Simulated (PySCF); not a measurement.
## Run report: AlH₂ClO, geometry relaxation (part 1 of 3)

- system: AlH₂ClO, SMILES [OH][AlH][Cl]
- method: M06-2X/def2-SVP, RKS (PySCF 2.14.0)

The geometry comes from this level: PBE0-D4/def2-TZVP.

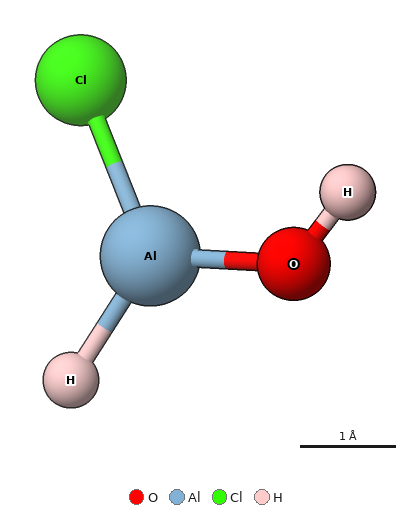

Figure 1. The starting structure (ball-and-stick view, seen at a tilt). Sticks mark near contacts.

## Input (run.py)
```python
from pyscf import gto, dft
from pyscf.geomopt.geometric_solver import kernel as optimise

mol = gto.Mole()
mol.atom = '''
O     -2.097785     0.700899    -0.972075
Al     0.814472     0.349410     0.259837
Cl     2.106856    -3.260533     1.252510
H     -3.249384    -0.659703    -1.265172
H      2.519950     2.730654     0.646664
'''
mol.charge = 0
mol.unit = 'bohr'
mol.max_memory = 1860
mol.verbose = 3
mol.spin = 0
mol.basis = 'def2-svp'
mol.build()

mf = dft.RKS(mol, xc='m06-2x')
mf.conv_tol = 1e-10
mf.grids.level = 6
converged, mol_eq = optimise(mf, maxsteps=60, convergence_set='GAU_TIGHT')
print('converged:', converged)
print(mol_eq.tostring())

mf.reset(mol_eq)
mol = mol_eq
mf.kernel()
if not mf.converged:
    mf = mf.newton().run(mf.mo_coeff, mf.mo_occ)
energy = mf.e_tot
print('E(%s) = %.9f' % ('M06-2X', energy))
```

Command:
```bash
OMP_NUM_THREADS=1 python run.py
```

## What the program printed
```
#|     Arguments passed to driver run_optimizer():      |#
convergence_set           GAU_TIGHT
customengine              <pyscf.geomopt.geometric_solver.PySCFEngine object>
maxiter                   60
----------------------------------------------------------
Custom engine selected.
Bonds will be generated from interatomic distances less than 1.20 times sum of covalent radii
15 internal coordinates being used (instead of 15 Cartesians)
Internal coordinate system (atoms numbered from 1):
Distance 1-2
Distance 1-4
Distance 2-3
Distance 2-5
Angle 2-1-4
Angle 1-2-5
Angle 3-2-5
Out-of-Plane 2-1-3-5
Dihedral 4-1-2-3
Dihedral 4-1-2-5
Translation-X 1-5
Translation-Y 1-5
Translation-Z 1-5
Rotation-A 1-5
Rotation-B 1-5
Rotation-C 1-5
<class 'geometric.internal.Distance'> : 4
<class 'geometric.internal.Angle'> : 3
<class 'geometric.internal.OutOfPlane'> : 1
<class 'geometric.internal.Dihedral'> : 2
<class 'geometric.internal.TranslationX'> : 1
<class 'geometric.internal.TranslationY'> : 1
<class 'geometric.internal.TranslationZ'> : 1
<class 'geometric.internal.RotationA'> : 1
<class 'geometric.internal.RotationB'> : 1
<class 'geometric.internal.RotationC'> : 1
> ===== Optimization Info: ====
> Job type: Energy minimization
> Maximum number of optimization cycles: 60
> Initial / maximum trust radius (Angstrom): 0.100 / 0.300
> Convergence Criteria:
> Will converge when all 5 criteria are reached:
>  |Delta-E| < 1.00e-06
>  RMS-Grad  < 1.00e-05
>  Max-Grad  < 1.50e-05
>  RMS-Disp  < 4.00e-05
>  Max-Disp  < 6.00e-05
> === End Optimization Info ===

Geometry optimization cycle 1
Cartesian coordinates (Angstrom)
 Atom        New coordinates             dX        dY        dZ
   O  -1.110100   0.370900  -0.514400    0.000000 -0.000000  0.000000
  Al   0.431000   0.184900   0.137500    0.000000 -0.000000  0.000000
  Cl   1.114900  -1.725400   0.662800    0.000000  0.000000  0.000000
   H  -1.719500  -0.349100  -0.669500    0.000000  0.000000  0.000000
   H   1.333500   1.445000   0.342200    0.000000  0.000000  0.000000
converged SCF energy = -778.836377702651
--------------- RKS_Scanner gradients ---------------
         x                y                z
0 O    -0.0002143521    -0.0014630059     0.0001030657
1 Al    -0.0053635341    -0.0033266202    -0.0017442020
2 Cl     0.0000729229     0.0007086672    -0.0000923872
3 H     0.0040864166     0.0022949975     0.0013732558
4 H     0.0014142335     0.0018136165     0.0003410289
----------------------------------------------
cycle 1: E = -778.836377703  dE = -778.836  norm(grad) = 0.00865138
Step    0 : Gradient = 3.869e-03/6.548e-03 (rms/max) Energy = -778.8363777027
Hessian Eigenvalues: 2.30000e-02 3.12261e-02 5.00000e-02 ... 2.55733e-01 3.79369e-01 5.63556e-01

Geometry optimization cycle 2
Cartesian coordinates (Angstrom)
 Atom        New coordinates             dX        dY        dZ
   O  -1.108466   0.365059  -0.513094    0.001634 -0.005841  0.001306
  Al   0.439524   0.190601   0.140213    0.008524  0.005702  0.002713
  Cl   1.112459  -1.725824   0.662624   -0.002441 -0.000424 -0.000175
   H  -1.728703  -0.350273  -0.673173   -0.009203 -0.001174 -0.003672
   H   1.335214   1.445274   0.343047    0.001714  0.000274  0.000847
converged SCF energy = -778.836482694824
--------------- RKS_Scanner gradients ---------------
         x                y                z
0 O    -0.0003268893     0.0011126867    -0.0002680724
1 Al     0.0002564605    -0.0002000550     0.0001172305
2 Cl    -0.0002854380     0.0002317657    -0.0001743204
3 H     0.0002537516    -0.0009947022     0.0002375655
4 H     0.0000764690    -0.0001216960     0.0000553962
----------------------------------------------
cycle 2: E = -778.836482695  dE = -0.000104992  norm(grad) = 0.00168401
Step    1 : Displace = 7.202e-03/1.069e-02 (rms/max) Trust = 1.000e-01 (=) Grad = 7.531e-04/1.190e-03 (rms/max) E (change) = -778.8364826948 (-1.050e-04) Quality = 1.068
Hessian Eigenvalues: 2.30000e-02 3.12274e-02 4.99420e-02 ... 2.54510e-01 3.94995e-01 6.12112e-01

Geometry optimization cycle 3
Cartesian coordinates (Angstrom)
 Atom        New coordinates             dX        dY        dZ
   O  -1.107489   0.364787  -0.512815    0.000977 -0.000272  0.000280
  Al   0.440213   0.183591   0.141820    0.000689 -0.007011  0.001608
  Cl   1.127745  -1.727155   0.670026    0.015286 -0.001331  0.007402
   H  -1.739889  -0.338682  -0.679408   -0.011187  0.011591 -0.006235
   H   1.330953   1.440422   0.342022   -0.004261 -0.004852 -0.001025
converged SCF energy = -778.836505600752
--------------- RKS_Scanner gradients ---------------
         x                y                z
0 O    -0.0007028567     0.0018174498    -0.0005182589
1 Al     0.0010154342    -0.0000334687     0.0004195195
2 Cl     0.0001916202    -0.0000978892     0.0000639407
3 H    -0.0002893201    -0.0012151274     0.0000442088
4 H    -0.0002479572    -0.0004457829    -0.0000404407
----------------------------------------------
cycle 3: E = -778.836505601  dE = -2.29059e-05  norm(grad) = 0.00267364
Step    2 : Displace = 1.167e-02/1.759e-02 (rms/max) Trust = 1.414e-01 (+) Grad = 1.196e-03/2.016e-03 (rms/max) E (change) = -778.8365056008 (-2.291e-05) Quality = 1.185
Hessian Eigenvalues: 2.29997e-02 3.12286e-02 4.59321e-02 ... 2.97992e-01 4.33323e-01 6.12603e-01

Geometry optimization cycle 4
Cartesian coordinates (Angstrom)
 Atom        New coordinates             dX        dY        dZ
   O  -1.103794   0.359056  -0.510818    0.003695 -0.005731  0.001997
  Al   0.443021   0.180114   0.143881    0.002807 -0.003477  0.002060
  Cl   1.133388  -1.729363   0.674277    0.005642 -0.002208  0.004251
   H  -1.747934  -0.330892  -0.683954   -0.008045  0.007790 -0.004546
   H   1.330162   1.440937   0.341851   -0.000791  0.000515 -0.000171
converged SCF energy = -778.836526802885
--------------- RKS_Scanner gradients ---------------
         x                y                z
0 O    -0.0008670423     0.0009730755    -0.0004757431
1 Al     0.0010610213     0.0000531099     0.0004273994
2 Cl     0.0001569396    -0.0002495207     0.0000706167
3 H    -0.0002267797    -0.0005966070    -0.0000115411
4 H    -0.0001564836    -0.0001574109    -0.0000407431
----------------------------------------------
cycle 4: E = -778.836526803  dE = -2.12021e-05  norm(grad) = 0.0019459
Step    3 : Displace = 7.301e-03/1.277e-02 (rms/max) Trust = 2.000e-01 (+) Grad = 8.702e-04/1.387e-03 (rms/max) E (change) = -778.8365268029 (-2.120e-05) Quality = 1.418
Hessian Eigenvalues: 2.29989e-02 3.10555e-02 3.12373e-02 ... 2.94042e-01 3.89025e-01 5.79485e-01

Geometry optimization cycle 5
Cartesian coordinates (Angstrom)
 Atom        New coordinates             dX        dY        dZ
   O  -1.099439   0.353619  -0.508662    0.004355 -0.005437  0.002155
  Al   0.444977   0.177104   0.145600    0.001957 -0.003010  0.001719
  Cl   1.137071  -1.730605   0.678078    0.003684 -0.001242  0.003801
   H  -1.753194  -0.324558  -0.687222   -0.005259  0.006334 -0.003268
   H   1.329989   1.440469   0.342140   -0.000173 -0.000468  0.000289
converged SCF energy = -778.836535497806
--------------- RKS_Scanner gradients ---------------
         x                y                z
0 O    -0.0002196531     0.0000863024    -0.0000929410
1 Al     0.0002347929    -0.0000063093     0.0000916443
2 Cl     0.0000245551    -0.0000986570    -0.0000007157
3 H     0.0000153526     0.0000009965     0.0000087702
4 H    -0.0000809660     0.0000386600    -0.0000331708
----------------------------------------------
cycle 5: E = -778.836535498  dE = -8.69492e-06  norm(grad) = 0.000384318
Step    4 : Displace = 5.666e-03/9.714e-03 (rms/max) Trust = 2.828e-01 (+) Grad = 1.719e-04/2.536e-04 (rms/max) E (change) = -778.8365354978 (-8.695e-06) Quality = 1.061
Hessian Eigenvalues: 2.29991e-02 2.92376e-02 3.12313e-02 ... 2.90920e-01 3.66786e-01 5.83409e-01

Geometry optimization cycle 6
Cartesian coordinates (Angstrom)
 Atom        New coordinates             dX        dY        dZ
   O  -1.098721   0.352849  -0.508432    0.000718 -0.000770  0.000231
  Al   0.445193   0.176804   0.146000    0.000216 -0.000300  0.000400
  Cl   1.137163  -1.730557   0.678983    0.000092  0.000048  0.000905
   H  -1.753354  -0.324309  -0.687457   -0.000160  0.000249 -0.000235
   H   1.330944   1.439737   0.342712    0.000954 -0.000732  0.000572
converged SCF energy = -778.836535825048
--------------- RKS_Scanner gradients ---------------
         x                y                z
0 O    -0.0000248757     0.0000096150    -0.0000046518
1 Al     0.0000433843    -0.0000309174     0.0000212366
2 Cl    -0.0000061554    -0.0000118898    -0.0000261364
3 H     0.0000026692     0.0000136849     0.0000018634
4 H    -0.0000395199     0.0000403822    -0.0000181991
----------------------------------------------
cycle 6: E = -778.836535825  dE = -3.27242e-07  norm(grad) = 9.27683e-05
Step    5 : Displace = 5.426e-04/7.382e-04 (rms/max) Trust = 3.000e-01 (+) Grad = 4.149e-05/5.936e-05 (rms/max) E (change) = -778.8365358250 (-3.272e-07) Quality = 1.202
Hessian Eigenvalues: 2.29962e-02 2.40325e-02 3.12821e-02 ... 2.98068e-01 4.07667e-01 5.82443e-01

Geometry optimization cycle 7
Cartesian coordinates (Angstrom)
 Atom        New coordinates             dX        dY        dZ
   O  -1.098081   0.352394  -0.508350    0.000640 -0.000455  0.000081
  Al   0.445504   0.176452   0.146452    0.000310 -0.000352  0.000452
  Cl   1.137136  -1.730691   0.680269   -0.000027 -0.000134  0.001286
   H  -1.753054  -0.324401  -0.687490    0.000300 -0.000093 -0.000033
   H   1.332215   1.438660   0.343547    0.001271 -0.001077  0.000835
converged SCF energy = -778.836535942617
--------------- RKS_Scanner gradients ---------------
         x                y                z
0 O     0.0000481387    -0.0000204959     0.0000307982
1 Al    -0.0000438108    -0.0000231307    -0.0000210995
2 Cl    -0.0000108729     0.0000356869    -0.0000332740
3 H    -0.0000082194     0.0000103530    -0.0000018016
4 H    -0.0000087697     0.0000184180    -0.0000004708
----------------------------------------------
cycle 7: E = -778.836535943  dE = -1.17569e-07  norm(grad) = 9.8381e-05
Step    6 : Displace = 4.254e-04/6.376e-04 (rms/max) Trust = 3.000e-01 (=) Grad = 4.400e-05/6.071e-05 (rms/max) E (change) = -778.8365359426 (-1.176e-07) Quality = 0.972
Hessian Eigenvalues: 1.26598e-02 2.30012e-02 3.14406e-02 ... 3.00513e-01 4.50400e-01 5.82794e-01

Geometry optimization cycle 8
Cartesian coordinates (Angstrom)
 Atom        New coordinates             dX        dY        dZ
   O  -1.097056   0.351937  -0.508267    0.001025 -0.000457  0.000083
  Al   0.446086   0.175807   0.147390    0.000582 -0.000645  0.000937
  Cl   1.136963  -1.731290   0.682359   -0.000173 -0.000598  0.002089
   H  -1.752277  -0.324607  -0.687465    0.000777 -0.000206  0.000025
   H   1.333995   1.437122   0.344693    0.001780 -0.001538  0.001146
converged SCF energy = -778.836535993624
--------------- RKS_Scanner gradients ---------------
         x                y                z
0 O     0.0000668309    -0.0000367864     0.0000381182
1 Al    -0.0000924278     0.0000088804    -0.0000375631
2 Cl     0.0000003976     0.0000502962    -0.0000336572
3 H    -0.0000157566     0.0000059935    -0.0000042448
4 H     0.0000184330    -0.0000074983     0.0000112428
----------------------------------------------
cycle 8: E = -778.836535994  dE = -5.10074e-08  norm(grad) = 0.000147623
Step    7 : Displace = 3.880e-04/6.156e-04 (rms/max) Trust = 3.000e-01 (=) Grad = 6.602e-05/1.002e-04 (rms/max) E (change) = -778.8365359936 (-5.101e-08) Quality = 0.486
Hessian Eigenvalues: 4.30347e-03 2.30010e-02 3.19969e-02 ... 2.98744e-01 4.29699e-01 5.84332e-01

Geometry optimization cycle 9
Cartesian coordinates (Angstrom)
 Atom        New coordinates             dX        dY        dZ
   O  -1.094304   0.350967  -0.508012    0.002752 -0.000970  0.000256
  Al   0.447860   0.173962   0.149646    0.001773 -0.001845  0.002256
  Cl   1.136246  -1.733255   0.687708   -0.000717 -0.001965  0.005349
   H  -1.750086  -0.325030  -0.687255    0.002190 -0.000423  0.000210
   H   1.337938   1.433626   0.347459    0.003944 -0.003496  0.002766
converged SCF energy = -778.836536025028
--------------- RKS_Scanner gradients ---------------
         x                y                z
0 O     0.0000641241    -0.0000538785     0.0000429190
1 Al    -0.0001365351     0.0000734949    -0.0000768948
2 Cl     0.0000258489     0.0000470061    -0.0000219372
3 H    -0.0000248672     0.0000001132    -0.0000062541
4 H     0.0000516058    -0.0000457089     0.0000351565
----------------------------------------------
cycle 9: E = -778.836536025  dE = -3.14037e-08  norm(grad) = 0.000220948
Step    8 : Displace = 5.480e-04/8.734e-04 (rms/max) Trust = 3.000e-01 (=) Grad = 9.881e-05/1.731e-04 (rms/max) E (change) = -778.8365360250 (-3.140e-08) Quality = 0.149
Hessian Eigenvalues: 1.35973e-03 2.30027e-02 3.27942e-02 ... 3.02184e-01 4.10730e-01 5.85335e-01

Geometry optimization cycle 10
Cartesian coordinates (Angstrom)
 Atom        New coordinates             dX        dY        dZ
   O  -1.090933   0.350006  -0.507675    0.003371 -0.000961  0.000337
  Al   0.450012   0.171668   0.152615    0.002152 -0.002294  0.002969
  Cl   1.135082  -1.735951   0.693917   -0.001165 -0.002696  0.006209
   H  -1.747242  -0.325478  -0.686976    0.002844 -0.000448  0.000280
   H   1.342140   1.429851   0.350390    0.004202 -0.003775  0.002931
converged SCF energy = -778.836536154361
--------------- RKS_Scanner gradients ---------------
         x                y                z
0 O     0.0000344524    -0.0000533183     0.0000265612
1 Al    -0.0001424408     0.0001257410    -0.0000736613
2 Cl     0.0000508340     0.0000207436    -0.0000144230
3 H    -0.0000267990    -0.0000049769    -0.0000061971
4 H     0.0000668329    -0.0000670078     0.0000397173
----------------------------------------------
cycle 10: E = -778.836536154  dE = -1.29333e-07  norm(grad) = 0.000246575
Step    9 : Displace = 2.700e-04/4.116e-04 (rms/max) Trust = 2.740e-04 (-) Grad = 1.103e-04/2.038e-04 (rms/max) E (change) = -778.8365361544 (-1.293e-07) Quality = 0.340
Hessian Eigenvalues: 1.17872e-04 2.30017e-02 3.28325e-02 ... 3.17431e-01 5.37039e-01 5.87115e-01

Geometry optimization cycle 11
Cartesian coordinates (Angstrom)
 Atom        New coordinates             dX        dY        dZ
   O  -1.090544   0.350091  -0.507634    0.000389  0.000085  0.000041
  Al   0.450349   0.171323   0.153021    0.000337 -0.000345  0.000407
  Cl   1.134828  -1.736554   0.694496   -0.000254 -0.000603  0.000580
   H  -1.746798  -0.325459  -0.686897    0.000443  0.000019  0.000078
   H   1.342162   1.429772   0.350458    0.000022 -0.000079  0.000068
converged SCF energy = -778.836536336578
--------------- RKS_Scanner gradients ---------------
         x                y                z
0 O    -0.0000291293    -0.0000301837    -0.0000047068
1 Al    -0.0000696702     0.0001249417    -0.0000372103
2 Cl     0.0000573318    -0.0000190085    -0.0000084646
3 H    -0.0000203894    -0.0000027032    -0.0000040756
4 H     0.0000446858    -0.0000518032     0.0000260890
----------------------------------------------
cycle 11: E = -778.836536337  dE = -1.82217e-07  norm(grad) = 0.000182075
Step   10 : Displace = 3.035e-04/4.580e-04 (rms/max) Trust = 2.740e-04 (=) Grad = 8.143e-05/1.478e-04 (rms/max) E (change) = -778.8365363366 (-1.822e-07) Quality = 0.952
Hessian Eigenvalues: 1.09935e-04 2.30012e-02 3.29107e-02 ... 3.08585e-01 5.63188e-01 5.82325e-01
```
